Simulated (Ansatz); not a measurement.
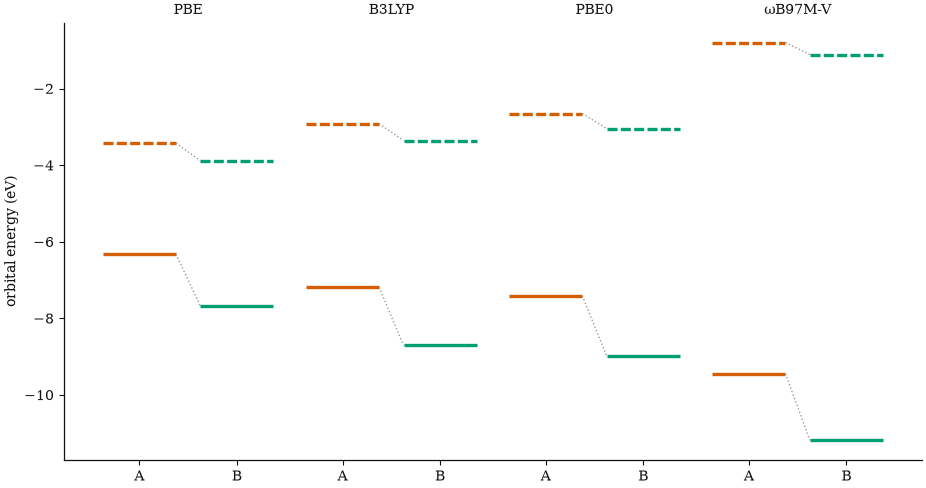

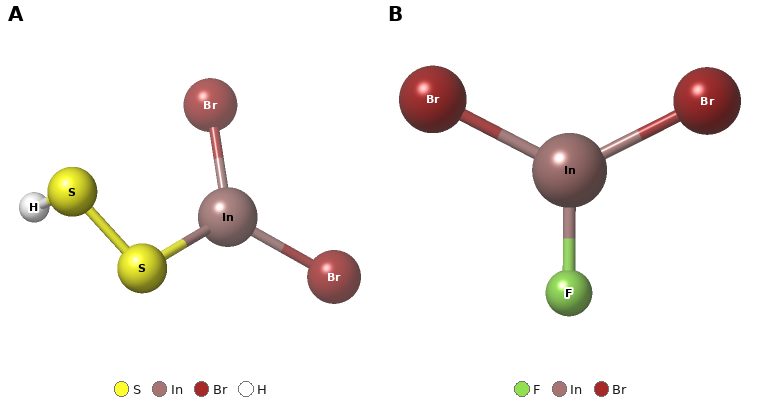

One change: A, InHS₂Br₂ (SMILES S[S][In]([Br])[Br]), becomes B, InBr₂F (SMILES [F][In]([Br])[Br]). HS₂ on In is replaced by F. HOMO (solid) and LUMO (dashed) computed in def2-TZVPP at PBE0-D4/def2-TZVP geometries, both minima by their frequencies, gas phase, the Ansatz code.

What does the change do to HOMO and LUMO?

Answer. PBE: the HOMO falls by 1.36 eV, the LUMO falls by 0.46 eV, and the separation goes from 2.90 to 3.79 eV. B3LYP: the HOMO falls by 1.52 eV, the LUMO falls by 0.44 eV, and the separation goes from 4.27 to 5.35 eV. PBE0: the HOMO falls by 1.57 eV, the LUMO falls by 0.39 eV, and the separation goes from 4.76 to 5.94 eV. ωB97M-V: the HOMO falls by 1.74 eV, the LUMO falls by 0.31 eV, and the separation goes from 8.65 to 10.08 eV.

Do the functionals agree on the effect?

Answer. They agree on the direction for both levels; the HOMO shift lies between −1.74 and −1.36 eV and the LUMO shift between −0.46 and −0.31 eV, while the separations themselves differ by up to 6.3 eV between functionals.

Caveats: core potentials past krypton; spin-orbit coupling is left out, and with In it can shift these values; one conformer of each flexible molecule.
